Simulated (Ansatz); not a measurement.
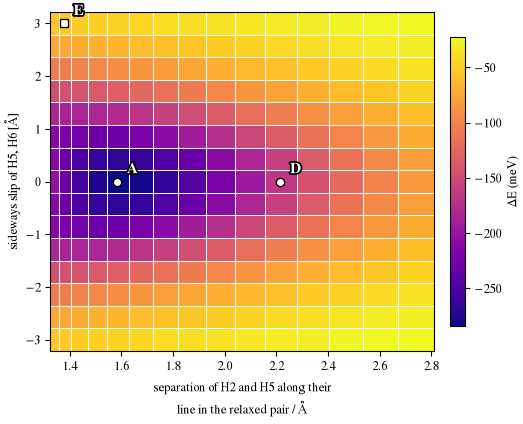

The pair H₃O···H₂, charge +1. 
- The first coordinate is: separation of H2 and H5 along their line in the relaxed pair; the second: sideways slip of H5, H6.
- Nothing is relaxed (both partners rigid).
- The grid has 15 × 15 points.
- Points are written as (first, second).
- Energies: meV, counted from the ion and the molecule far apart, frozen as in the relaxed pair, each in its own basis (no counterpoise correction).
- Computed with RKS B3LYP-D4/def2-TZVPD in Ansatz.

The picture shows one coloured cell a grid point, lettered points.

### Is E the lowest point of the computed grid?

No. E lies 232 meV above the lowest grid point, which is at (1.584 Å, 0.00 Å).

### What kind of point is each of A, D: minimum, saddle, maximum or slope?

A: minimum; D: on a slope. (In these two coordinates alone; a stationary point may lie a little off the grid point.)

### Rank the lettered points by energy, lowest first.

A (−284 meV), D (−168 meV), E (−52 meV).
